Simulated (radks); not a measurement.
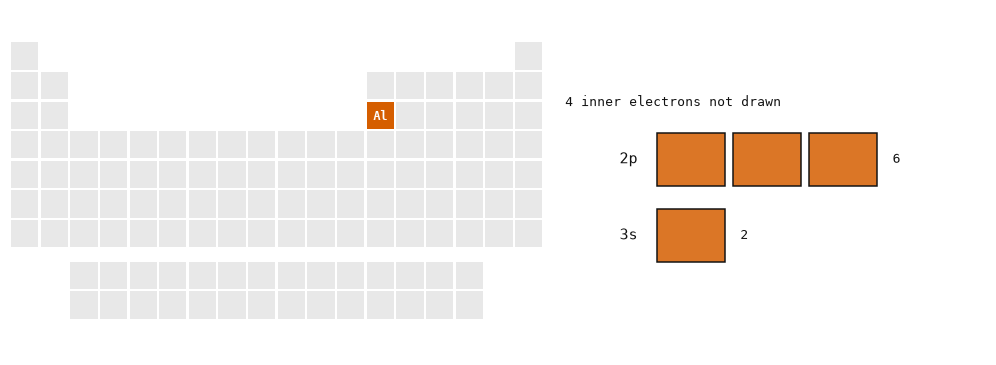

*Left, the place of aluminium in the periodic table; right, the outer shells as the input fills them: a box for each of the 2l + 1 orbitals, shaded by the share of the shell that is filled, with the electron count at the right.*

Atomic calculation for Al⁺

The aluminium ion Al⁺ in the configuration [Ne] 3s2. Computed at this level: scalar-relativistic Kohn-Sham, r2SCAN, spin-polarised, spherical densities, finite nucleus (the in-house radial solver radks).

## Log
```
1s      1   1.0000         -56.22404438
2s      1   1.0000          -4.41397442
2p      1   3.0000          -2.93302517
3s      1   1.0000          -0.54985308
1s      2   1.0000         -56.22404438
2s      2   1.0000          -4.41397442
2p      2   3.0000          -2.93302517
3s      2   1.0000          -0.54985308
Etot -242.57458252390614
Ekin 243.04251686744868
Encl -576.5220012874263
Eh 109.26354516157527
Exc -18.358643265503815
err 4.0020297598698856e-07
it 14
```

## Orbitals

```
orbital  occupation  energy (eV)  ⟨r⟩ (bohr)  outer maximum (bohr)
  1s up           1      −1529.9      0.1202                0.0784
1s down           1      −1529.9      0.1202                0.0784
  2s up           1     −120.110      0.6231                 0.496
2s down           1     −120.110      0.6231                 0.496
  2p up           3      −79.812      0.6015                 0.429
2p down           3      −79.812      0.6015                 0.429
  3s up           1      −14.962       2.394                  2.03
3s down           1      −14.962       2.394                  2.03
```

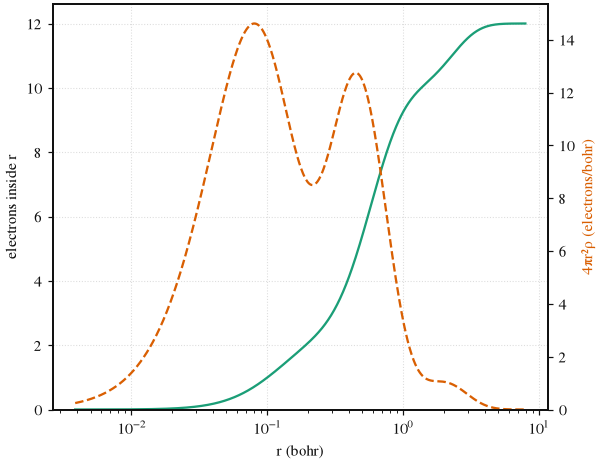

*The number of electrons inside radius r (solid) and the radial density 4πr²ρ (dashed).*

The count levels off at 12 electrons. Half of them lie within 0.550 bohr, 90 % within 2.09 bohr and 99 % within 3.94 bohr. The radial density has a minimum at 0.215 bohr, where the count stands at 2.2; this parts the shells that the density resolves.

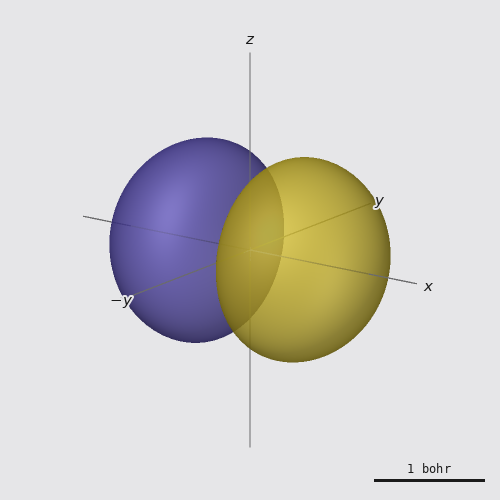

*The 2p(x) orbital. The surface of constant |ψ| that holds about 95 % of the electron is drawn, yellow where ψ is positive and blue where it is negative. The radial function comes from the spherical calculation and is multiplied by a real spherical harmonic; the overall sign is chosen so that the largest lobe of P(r) is positive; at the scalar-relativistic level it is the large component.*

It has the nodal plane yz and no radial node. The maximum of P² lies at 0.429 bohr, ⟨r⟩ = 0.601 bohr, 90 % of the charge lies within 1.02 bohr, and the eigenvalue is −79.8 eV, with 6 electrons in the shell.

## The input
```
Z 13
configuration [Ne] 3s2
relativity scalar-relativistic
functional r2scan,r2scan
spin polarised
nucleus finite rms 3.061 fm
c 137.035999084
```

Energies in input and log are in hartree, lengths in bohr (the nuclear radius in fm).

## Key numbers

- outcome: converged
- total energy: −242.574583 hartree
- kinetic energy: 243.042517 hartree
- electron–nucleus energy: −576.522001 hartree
- Hartree energy: 109.263545 hartree
- exchange–correlation energy: −18.358643 hartree
- radius at density 0.001 e/bohr³: 3.91 bohr
- SCF iterations: 14
- hardware: 1 CPU thread, shared host
